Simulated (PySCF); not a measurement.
H6NOSeSi2, doublet, SMILES `N[Si](O)[Se][SiH3]`.

Computed with PySCF, ωB97X/6-311G**, geometry: GFN2-xTB. No frequency check shows the geometry to be a minimum. GFN2-xTB bond lengths at metals and heavier atoms can be off by up to 0.1 Å and shapes distorted, which carries into these values. GFN2-xTB doesn't know the spin state, so this open-shell geometry is rough.

Cartesian coordinates (Å):

```
N1       2.6227   -0.6518   -0.0794
Si2      1.3504    0.3785    0.4840
O3       1.4425    1.7551   -0.3678
Se4     -0.5825   -0.8533   -0.1149
Si5     -2.1191    0.7952    0.0988
H6       2.5782   -1.6267    0.1712
H7       3.5761   -0.3254   -0.0568
H8       1.7816    1.7609   -1.2651
H9      -2.2191    1.1547    1.5086
H10     -1.7019    1.9382   -0.7053
H11     -3.3470    0.2008   -0.4095
```

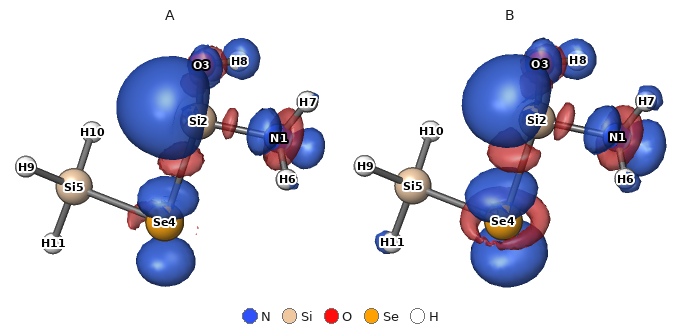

The two Fukui functions at ±0.03 e/Å³ (blue positive, red negative).

Q: Which panel is f⁻ (electron removed) and which f⁺ (electron added)?

A: A is f⁺, B is f⁻. f⁻ (Hirshfeld-condensed) is largest on Si2 (0.33) and Se4 (0.25); the vertical ionisation energy is 7.64 eV (to the singlet cation, which needn't be its lowest state). f⁺ (Hirshfeld-condensed) is largest on Si2 (0.42); the vertical electron affinity is 0.71 eV (to the singlet anion, which needn't be its lowest state; rough: the basis has no diffuse functions).
